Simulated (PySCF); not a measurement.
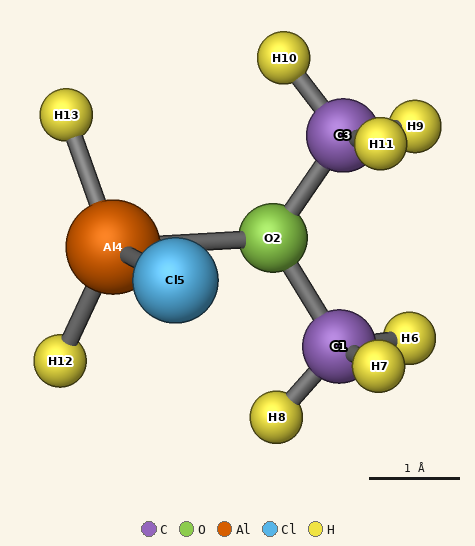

The structure (ball-and-stick view, seen at a tilt; atoms are numbered from 1 in the order of the input). Sticks mark near contacts. Bond lengths as drawn: Al–Cl 2.16 Å, Al–H 1.59 Å, Al–O 1.98 Å, C–H 1.10 Å and C–O 1.43 Å.

## Two runs on C2H8AlClO

System: C2H8AlClO, SMILES C[O+](C)[AlH2-][Cl].
Method of run A: GIAO PBE0/STO-3G NMR shielding, non-relativistic, gas phase (PySCF 2.14.0).

The geometry comes from this level: PBE0-D3(BJ)/def2-SVP. Text and figures count atoms from 1; the logs count them from 0 in places.

### Input, run A
```
{"job": {"kind": "nmr", "xc": "PBE0", "basis": "STO-3G", "pop": true}, "charge": 0, "multiplicity": 1}
C     -1.027894    -0.867462    -0.902622
O     -0.394849     0.004728     0.030924
C     -0.824813     1.360850    -0.056930
Al     1.532576    -0.297642     0.348073
Cl     2.190976     0.332007    -1.606443
H     -2.115242    -0.844899    -0.738622
H     -0.781828    -0.562871    -1.931569
H     -0.640148    -1.875709    -0.712150
H     -1.914315     1.405042     0.087480
H     -0.317529     1.911076     0.744417
H     -0.544109     1.783639    -1.034347
H      1.547543    -1.871917     0.575178
H      1.807768     0.754908     1.508161
```

The first line tells a small driver script what to run in PySCF; the rest is the geometry in Å.

Command:
```bash
OMP_NUM_THREADS=1 python <driver script> task.json out
```

Hardware: 1 CPU thread, shared host.

### Output (run A)
```
coarse grid: 11472 points
cycle   1  E = -848.6399685789  dE = -2.239e-01  |g| = 3.873e-01  |ddm| = 3.941e+00
cycle   2  E = -848.6627325958  dE = -2.276e-02  |g| = 3.488e-01  |ddm| = 1.049e+00
cycle   3  E = -848.6968044803  dE = -3.407e-02  |g| = 3.821e-02  |ddm| = 4.362e-01
cycle   4  E = -848.6972765481  dE = -4.721e-04  |g| = 8.864e-03  |ddm| = 7.195e-02
cycle   5  E = -848.6973032402  dE = -2.669e-05  |g| = 9.239e-04  |ddm| = 1.466e-02
cycle   6  E = -848.6973035974  dE = -3.572e-07  |g| = 2.196e-04  |ddm| = 2.075e-03
final grid: 100240 points
cycle   7  E = -848.6471606224  dE = -2.987e-06  |g| = 5.520e-03  |ddm| = 1.396e-02
cycle   8  E = -848.6471606924  dE = -6.993e-08  |g| = 5.509e-03  |ddm| = 1.237e-02
cycle   9  E = -848.6471691335  dE = -8.441e-06  |g| = 2.384e-04  |ddm| = 6.298e-03
cycle  10  E = -848.6471691524  dE = -1.893e-08  |g| = 5.804e-06  |ddm| = 3.508e-04
cycle  11  E = -848.6471691524  dE = -1.478e-11  |g| = 1.763e-06  |ddm| = 1.575e-05
converged SCF energy = -848.6471691524

GIAO shielding tensors (ppm)
atom      isotropic    diamagn.    paramagn.     s11        s22        s33       span
  0 C      179.526     248.097     -68.571    151.594    157.570    229.414     77.820
  1 O      402.798     377.420      25.378    369.968    416.028    422.399     52.431
  2 C      179.571     248.156     -68.585    151.692    157.460    229.561     77.869
  3 Al     434.814     782.667    -347.853    389.779    450.581    464.084     74.305
  4 Cl    1196.185    1132.725      63.460   1093.940   1187.756   1306.860    212.920
  5 H       30.322      30.387      -0.066     25.812     27.690     37.463     11.651
  6 H       29.929      30.706      -0.777     25.576     29.371     34.840      9.264
  7 H       29.629      31.052      -1.423     24.578     28.005     36.305     11.727
  8 H       30.330      30.419      -0.089     25.809     27.731     37.452     11.643
  9 H       29.639      31.100      -1.462     24.587     27.926     36.403     11.816
 10 H       29.927      30.757      -0.830     25.544     29.363     34.874      9.331
 11 H       30.694      32.483      -1.789     27.139     29.065     35.877      8.738
 12 H       30.704      32.523      -1.819     27.118     29.122     35.872      8.754
```

The input of run B differs as follows (lines with − go, lines with + come):
```diff
-"basis": "STO-3G"
+"basis": "6-31G"
```

Predict how the results change.

The total energy of run B is 6104.9 kcal/mol lower, which measures the change of basis and not a stability. The HOMO goes from −4.65 to −7.64 eV. The LUMO goes from 5.35 to 0.37 eV. The dipole moment goes from 5.73 to 5.78 D. Of all shieldings, the largest change is that of Cl5, by −167.0 ppm. The SCF takes 12 iterations against 11. The basis functions go from 41 to 69.

### Output (run B)
```
coarse grid: 11472 points
cycle   1  E = -858.3847907970  dE =  2.453e-01  |g| = 3.947e-01  |ddm| = 2.926e+00
cycle   2  E = -858.3764663229  dE =  8.324e-03  |g| = 4.825e-01  |ddm| = 9.508e-01
cycle   3  E = -858.4261999765  dE = -4.973e-02  |g| = 6.306e-02  |ddm| = 4.642e-01
cycle   4  E = -858.4269823364  dE = -7.824e-04  |g| = 2.054e-02  |ddm| = 8.514e-02
cycle   5  E = -858.4271013462  dE = -1.190e-04  |g| = 2.020e-03  |ddm| = 2.983e-02
cycle   6  E = -858.4271029469  dE = -1.601e-06  |g| = 3.717e-04  |ddm| = 3.939e-03
final grid: 100240 points
cycle   7  E = -858.3758542051  dE = -5.426e-06  |g| = 8.712e-03  |ddm| = 1.578e-02
cycle   8  E = -858.3758420025  dE =  1.220e-05  |g| = 1.203e-02  |ddm| = 1.327e-02
cycle   9  E = -858.3758700087  dE = -2.801e-05  |g| = 1.088e-03  |ddm| = 7.830e-03
cycle  10  E = -858.3758702996  dE = -2.909e-07  |g| = 6.054e-05  |ddm| = 1.088e-03
cycle  11  E = -858.3758703008  dE = -1.202e-09  |g| = 1.708e-05  |ddm| = 1.314e-04
cycle  12  E = -858.3758703009  dE = -8.868e-11  |g| = 4.556e-06  |ddm| = 2.903e-05
converged SCF energy = -858.3758703009

GIAO shielding tensors (ppm)
atom      isotropic    diamagn.    paramagn.     s11        s22        s33       span
  0 C      140.412     245.894    -105.482    108.550    115.398    197.289     88.739
  1 O      330.089     398.567     -68.478    313.758    326.044    350.465     36.707
  2 C      140.547     245.933    -105.386    108.338    115.587    197.717     89.378
  3 Al     458.083     796.278    -338.195    419.667    451.233    503.349     83.681
  4 Cl    1029.187    1149.933    -120.746    912.223   1012.858   1162.479    250.256
  5 H       29.258      29.520      -0.262     25.108     26.837     35.828     10.720
  6 H       28.721      29.068      -0.347     23.976     28.029     34.159     10.183
  7 H       28.420      29.292      -0.872     23.631     26.761     34.867     11.237
  8 H       29.275      29.549      -0.274     25.142     26.844     35.840     10.698
  9 H       28.437      29.305      -0.868     23.644     26.750     34.917     11.273
 10 H       28.716      29.079      -0.363     23.965     27.985     34.198     10.233
 11 H       27.569      29.908      -2.339     23.782     26.039     32.884      9.103
 12 H       27.581      29.913      -2.333     23.794     26.080     32.867      9.073
```

### The two runs side by side

| quantity | run A | run B |
| --- | --- | --- |
| outcome | converged | converged |
| total energy (hartree) | −848.647169 | −858.375870 |
| HOMO (eV) | −4.65 | −7.64 |
| LUMO (eV) | 5.35 | 0.37 |
| dipole moment (D) | 5.73 | 5.78 |
| shielding of C1 (ppm) | 179.5 | 140.4 |
| shielding of O2 (ppm) | 402.8 | 330.1 |
| shielding of C3 (ppm) | 179.6 | 140.5 |
| shielding of Al4 (ppm) | 434.8 | 458.1 |
| shielding of Cl5 (ppm) | 1196.2 | 1029.2 |
| shielding of H12 (ppm) | 30.7 | 27.6 |
| shielding of H13 (ppm) | 30.7 | 27.6 |
| SCF iterations | 11 | 12 |
| basis functions | 41 | 69 |
| wall time (shared host) | 3.3 s | 6.3 s |
